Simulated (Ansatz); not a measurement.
Fields on a plane of ZnO (wurtzite)

```
CELL_PARAMETERS angstrom
      3.23518     0.00000     0.00000
     -1.61759     2.80175     0.00000
      0.00000     0.00000     5.21141
ATOMIC_POSITIONS crystal
  Zn 0.66667 0.33333 0.00241
  Zn 0.33333 0.66667 0.50241
  O  0.66667 0.33333 0.62279
  O  0.33333 0.66667 0.12279
```

The slice is a (-1 1 0 2) plane (indices of the conventional cell) through the point (0.333, 0.667, 0.123) (fractional), spanned by u = [110] and v = [1 -1 1] in vectors of this cell: u (3.24 Å) and v (7.65 Å, at 90° to u). It covers one period; positions are fractions (u, v).

Atoms on it: Zn at (0.50, 0.85), 0.2 Å off the plane; O at (0.00, 0.00). Other atoms lie within 1 Å of the plane.

Calculation: r2SCAN (plane waves to 500 eV, PAW, scalar-relativistic; Ansatz, a first-principles code). k mesh 12×12×7. Inside the PAW spheres the values are not all-electron values, and peaks at nuclei hang on which shells count as valence. ZnO was relaxed with its symmetry unable to fall.

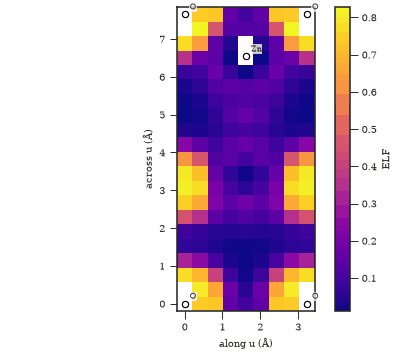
Fig. 1. Electron localisation function (ELF), one period of the plane, atoms marked. Points within 0.4 Å of a nucleus are left white, as the pseudised field means little there.

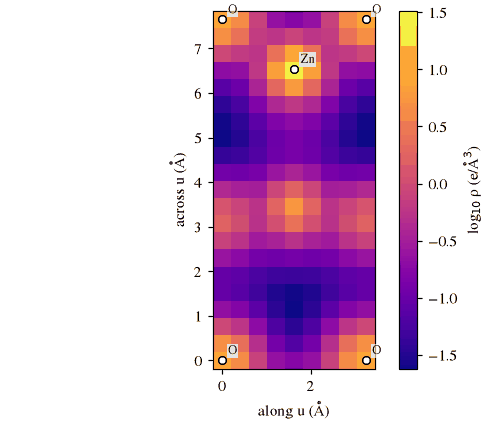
Figure. Log₁₀ of the valence density in e/Å³, one period of the plane, atoms marked. The scale is logarithmic, as a density can span decades between atoms and voids.

* **Element round which the density of the highest valence band (whole band, smooth part) is largest on this plane**: O
* **Element round which the density of the lowest conduction band (whole band as if filled, smooth part) is largest on this plane**: O
